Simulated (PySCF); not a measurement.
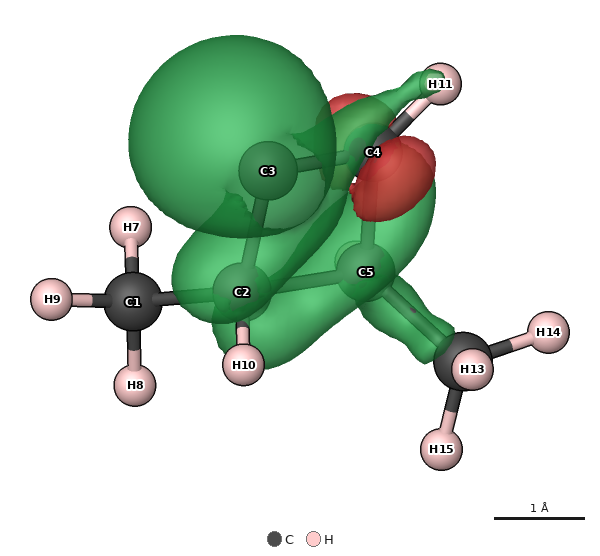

The picture shows: C$_{6}$H$_{9}$ (doublet). Isosurfaces of the spin density at +0.015 (green) and −0.015 e/Å³ (red), seen at a tilt.

Geometry: GFN2-xTB.

Level of theory: PySCF 2.14.0, density-fitted response routines, UKS B3LYP, pcH-1 on C H, non-relativistic, mean-field spin-orbit, GIAO.

```csv
atom,x (Å),y (Å),z (Å)
C,-2.0153,-0.3155,-0.3687
C,-0.6895,-0.0505,0.3143
C,-0.4160,1.3695,0.7483
C,0.6340,1.5960,-0.0177
C,0.5463,0.1930,-0.6083
C,1.7479,-0.6970,-0.3533
H,-2.2110,0.4407,-1.1261
H,-2.0067,-1.2951,-0.8441
H,-2.8235,-0.2926,0.3589
H,-0.5013,-0.7872,1.0971
H,1.3193,2.3999,-0.1919
H,0.2677,0.1994,-1.6650
H,2.0195,-0.6766,0.7001
H,2.5999,-0.3514,-0.9356
H,1.5244,-1.7246,-0.6355
```

> Where is the unpaired spin?

The unpaired spin (1 electron) lies mostly on C3 (about 0.8) and C2 (about 0.1), in electrons by Hirshfeld's partition.
